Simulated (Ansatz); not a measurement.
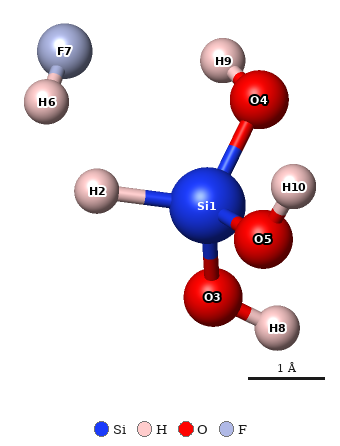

Figure 1. The structure (ball-and-stick view, seen at a tilt; atoms are numbered from 1 in the order of the input). Bond lengths as drawn: F–H 0.93 Å, H–O 0.96 Å, H–Si 1.49 Å and O–Si 1.63 Å.

Single-point calculation of SiH5O3F

The run: single-point calculation of SiH5O3F. Method and program: RKS PBE0-D4/def2-TZVPP (Ansatz 0.2.0).

The geometry is the reactant side of a reaction. The reaction was set up to form Si1–F7 and H2–H6 and to break Si1–H2 and H6–F7 (atoms counted from 1 in the order of the input); sticks are drawn by distance alone. The geometry comes from this level: PBE0-D4/def2-TZVP.

### What the program printed
```
Functional definition: PBE0
  name "PBE0"
  cite "Adamo & Barone, J. Chem. Phys. 110, 6158 (1999) doi:10.1063/1.478522"
  cite "Perdew, Burke & Ernzerhof, Phys. Rev. Lett. 77, 3865 (1996) doi:10.1103/PhysRevLett.77.3865"
  parent pbe
  parameter a = 0.25
  parameter kappa = 0.804
  parameter beta = 0.06672455060314922
  exchange = (1 - a)*pbe_x(kappa = kappa, mu = beta*pi^2/3) + a*exact_x
  correlation = pbe_c(beta = beta)
1195 factors; their error is unknown
mean field evaluation 1: about -16801.6822 eV, gradient 8.9e1 eV
mean field evaluation 2: about -16786.5937 eV, gradient 1.3e2 eV
mean field evaluation 4: about -16813.3921 eV, gradient 2.9e0 eV
mean field evaluation 8: about -16813.3986 eV, gradient 5.6e-2 eV
mean field evaluation 16: about -16813.4440 eV, gradient 4.9e-5 eV
mean field -16813.44399792 eV, -617.8826703620 hartree, gradient 4.9e-5 eV, S^2 0.000000; 0 other end points of the search recorded, 0 dependent functions left out
reference -16813.44402440 eV, -617.8826713352 hartree; 26, 26 occupied and 210, 210 virtual orbitals, 1195 factors
Total energy: -16813.58333991 eV, -617.8877910857 hartree
```

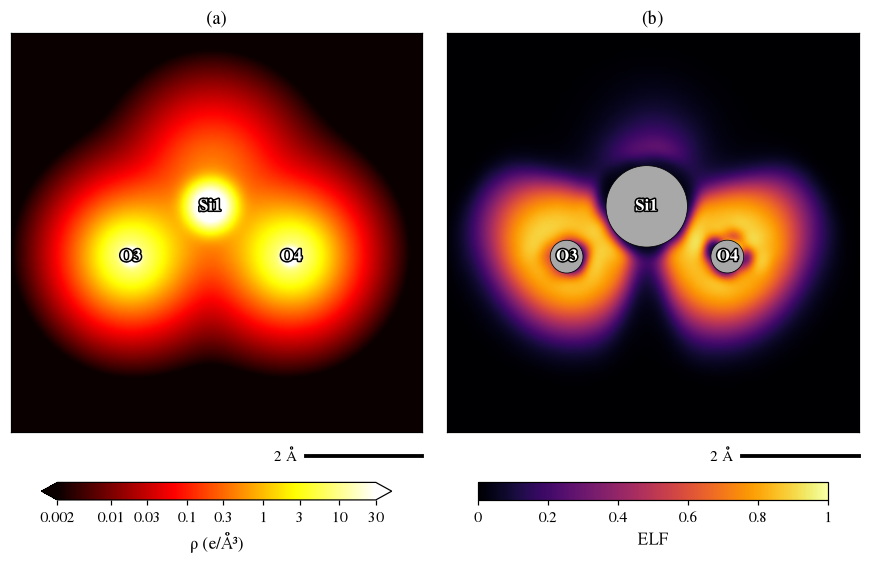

Figure 2. (a) total electron density; (b) electron localisation function on the plane of atoms O3, Si1 and O4. Grey discs, where drawn, cover atomic cores.

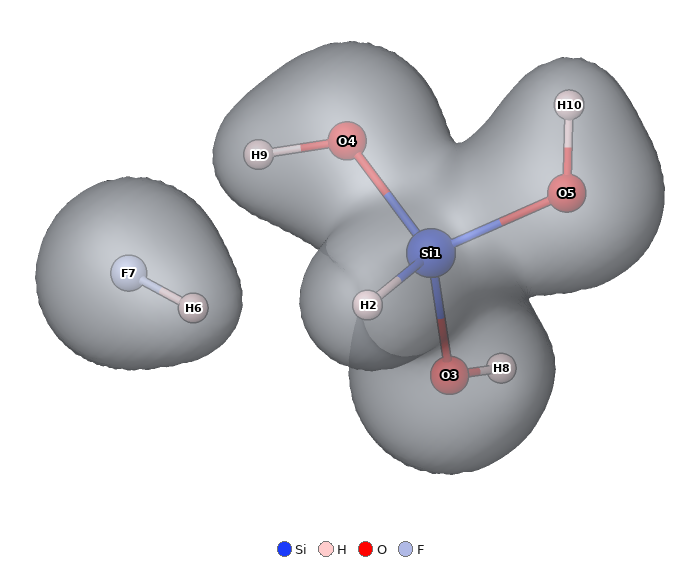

Figure 3. Isosurface of the total electron density at 0.2 e/Å³ (grey), seen at a tilt. At this value the surface falls into two separate pieces. It is pinched off along the Si···H (2.78 Å) contacts. On the grid the lowest density along these lines, outside the cores, is 0.09 e/Å³ (Si···H, 2.78 Å), 1.1 e/Å³ (Si–O, 1.63 Å), 2.5 e/Å³ (F–H, 0.93 Å) and 2.5 e/Å³ (O–H, 0.96 Å).

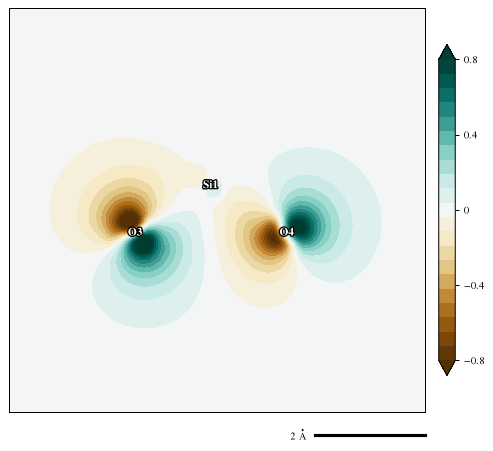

Figure 4. The HOMO on the plane of atoms O3, Si1 and O4 (values in Å⁻³ᐟ²; the overall sign is arbitrary). Its energy is −9.38 eV.

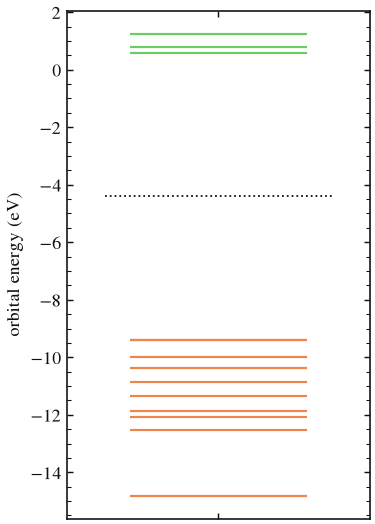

Figure 5. Orbital energies near the frontier; the dotted line parts filled from empty levels, and levels within 0.02 eV of each other stand side by side. Highest filled −9.38 eV, lowest empty 0.58 eV, 9.96 eV apart.

This output came from the following input.

### The input
```yaml
crystal:
  periodic: [false, false, false]
  atoms:
    - {symbol: Si, position_ang: [0.361926, -0.279129, -0.286175]}
    - {symbol: H, position_ang: [0.534709, 1.177388, -0.549464]}
    - {symbol: O, position_ang: [1.446270, -0.561240, 0.891757]}
    - {symbol: O, position_ang: [-1.194836, -0.591243, 0.087380]}
    - {symbol: O, position_ang: [0.720383, -1.196565, -1.583962]}
    - {symbol: H, position_ang: [-0.550403, 2.188652, 0.619074]}
    - {symbol: F, position_ang: [-1.301692, 2.148197, 1.161729]}
    - {symbol: H, position_ang: [1.629760, -1.470431, 1.134711]}
    - {symbol: H, position_ang: [-1.630819, 0.042460, 0.665179]}
    - {symbol: H, position_ang: [-0.015398, -1.457988, -2.140130]}
basis:
  gaussian: {orbitals: def2-TZVPP}
hamiltonian: {xc: pbe0, dispersion: d4}
output: {orbitals: {seedname: orbitals}}
```

Command:
```bash
ansatz run in.yaml --threads 4 --pin off --events-out ev --progress --plain --max-ram 9574MiB
```

### Results in brief

| quantity | value |
| --- | --- |
| outcome | converged |
| total energy | −16813.5833 eV |
| mean-field energy | −16813.4440 eV |
| dispersion energy | −0.1393 eV |
| SCF solution under orbital rotations | stable |
| HOMO | −9.38 eV |
| LUMO | 0.58 eV |
| hardware | 4 threads of Arm Neoverse V1, 23 GiB of memory available, shared host |
| wall time | 2.2 s (CPU time 8.1 s) |
| peak memory | 0.52 GiB |
